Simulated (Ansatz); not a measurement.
# Fields on a plane of InSb (zinc blende)

```yaml
crystal:
  lattice:
    - [0.00000, 3.25957, 3.25957]
    - [3.25957, 0.00000, 3.25957]
    - [3.25957, 3.25957, 0.00000]
  atoms:
    - { symbol: Sb, position: [0.75000, 0.75000, 0.75000] }
    - { symbol: In, position: [0.00000, 0.00000, 0.00000] }
```

The slice is a {110} plane (indices of the conventional cell) through the point (0.750, 0.750, 0.750) (fractional), spanned by u = [100] and v = [1 -1 -1] in vectors of this cell: u (4.61 Å) and v (6.52 Å, at 90° to u). It covers one period; positions are fractions (u, v).

Atoms on it: Sb at (0.00, 0.00); In at (0.50, 0.75).

These are PBEsol (plane waves to 420 eV, PAW, scalar-relativistic; Ansatz, a program for electronic structure) values and carry that method's errors. k mesh 12×12×12. Inside the PAW spheres the values are not all-electron values, and peaks at nuclei hang on which shells count as valence. At this level the bands of InSb touch or barely overlap; measurements give the solid a gap. InSb was relaxed with its symmetry unable to fall. Spin-orbit coupling is left out, though Sb is heavy.

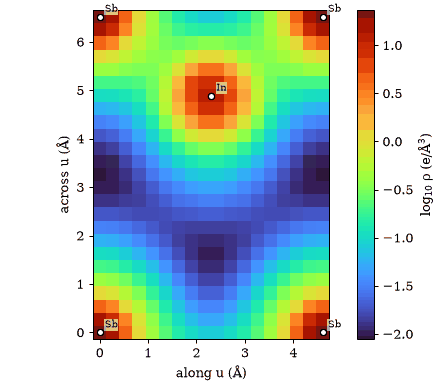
*Log₁₀ of the valence density in e/Å³, one period of the plane, atoms marked. The scale is logarithmic, as a density can span decades between atoms and voids.*

```
|xxxx..++##@@##==----==##@@##++..xx|
|..::==**@@@@++--------++@@@@**==..|
|==++**%%@@**----====----**@@%%**++|
|****%%@@##----::....::----##@@%%**|
|%%%%@@%%==----xxxxxxxx----==%%@@%%|
|**##**++----::xxxxxxxx::----++**##|
|--======--==--xxxxxxxx--==--======|
|....::------==--....--==------::..|
|    ..::------========------::..  |
|      ..::----------------::..    |
|        ..::------------::..      |
|          ..::--------::..        |
|            ............          |
|                                  |
|                                  |
|....                            ..|
|----::..                    ..::--|
|****++==::                ::==++**|
|%%%%%%**==::            ::==**%%%%|
|****####**==::        ::==**####**|
|==++++**##**--..    ..--**##**++++|
|..::==++####++::....::++####++==::|
|xxxx::++**%%**--::::--**%%**++::xx|
|xxxx..==**@@##++----++##@@**==..xx|
```
Scale: ten equal steps from 0.01 (start of ' ') to 0.65 (end of '@'), in the order ' .:-=+*#%@'. Values: electron localisation function (ELF). The map has 17 points along u (two characters each, u = 0 at the left) and 24 along v (v = 0 in the bottom row). Points within 0.5 Å of a nucleus are blanked (x), as the pseudised field means little there.

The density on the Sb–In line (2.82 Å) at its density minimum, 1.5 Å from Sb is 0.35 e/Å³ and the ELF at that point comes out as 0.5. ELF maximum in the middle third of the Sb–In line: 0.65, 1.3 Å from Sb.
